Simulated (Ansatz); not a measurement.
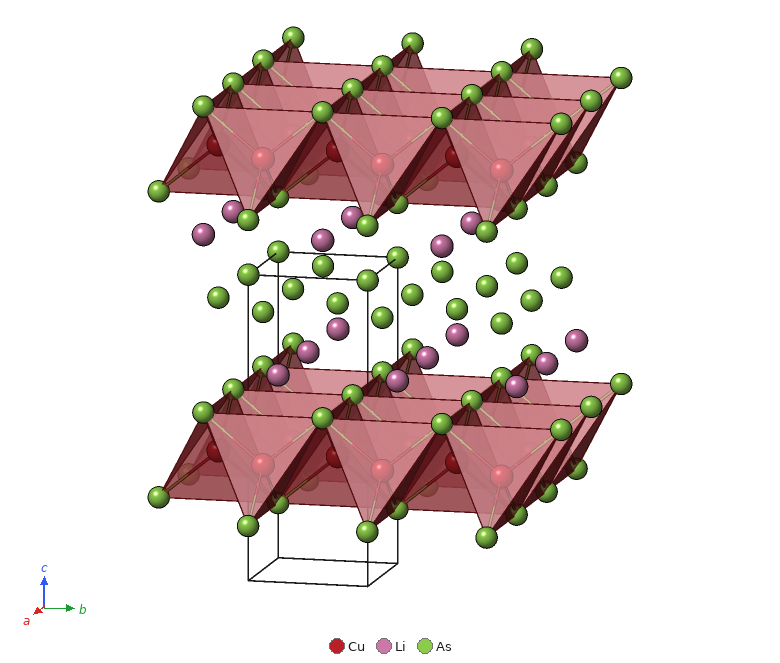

Polyhedra are drawn about Cu (bonds: As–Cu below 2.7 Å); other atoms are plain spheres.

The compound is LiCuAs₂ (space group P4/nmm, No. 129), taken as the geometry relaxed with Ansatz, DFT, PAW plane waves, r2scan; the starting structure was generated, so it need not be a known form of this composition.

What figure surrounds each Cu atom, and what does it share with the other drawn polyhedra?

Answer. Cu: CuAs4 tetrahedron, sharing corners with four neighbours and edges with four neighbours.

What is the connectivity of the polyhedra: isolated, groups, chains, layers or framework?

Answer. They form layers of corner- and edge-sharing tetrahedra parallel to (001). Their corner atoms also have Li as close neighbours (those links are not drawn).

How far apart are the centres of linked polyhedra?

Answer. Centre to centre across a shared corner: 3.76 Å; across a shared edge: 2.66 Å.
